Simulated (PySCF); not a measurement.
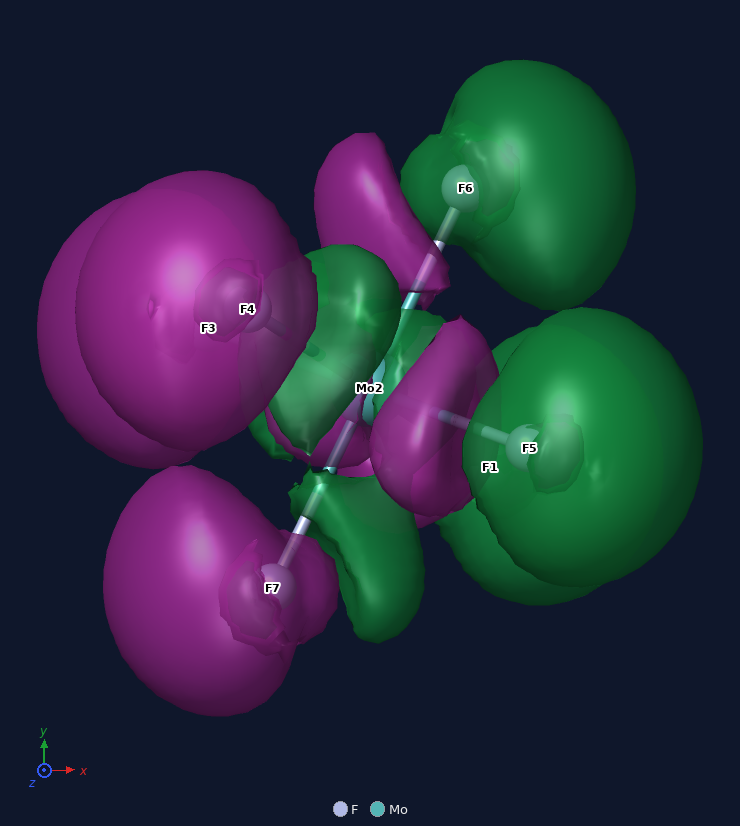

Figure 1: F₆Mo, SMILES `F[Mo](F)(F)(F)(F)F`. Change of the electron density in a uniform field of 0.21 V/Å, surfaces at ±0.0008 e/Å³ (green: gain, purple: loss).

Level of theory: B3LYP/def2-SVPD (PySCF), at a geometry from GFN2-xTB. Core potentials replace the inner electrons of Mo; spin–orbit coupling isn't included. This is a single-reference result, which may miss multireference character in this system. No frequency check shows the geometry to be a minimum. GFN2-xTB bond lengths at metals and heavier atoms can be off by up to 0.1 Å and shapes distorted, which carries into these values.

The field was applied in both directions; the picture shows the one opposite to the script's first.

Along which Cartesian direction does the field point?

Along −x: electrons gather on the +x side, against the field.

What dipole is induced, and what polarisability does it imply?

The induced dipole is 0.45 D (along the field); α along this axis, from the fields in both directions, is 44 bohr³ (6.5 Å³).

Run time: 41 s on 1 thread of Intel(R) Xeon(R) Platinum 8259CL CPU @ 2.50GHz (Skylake/Cascade Lake) (shared host), peak memory 0.84 GiB.
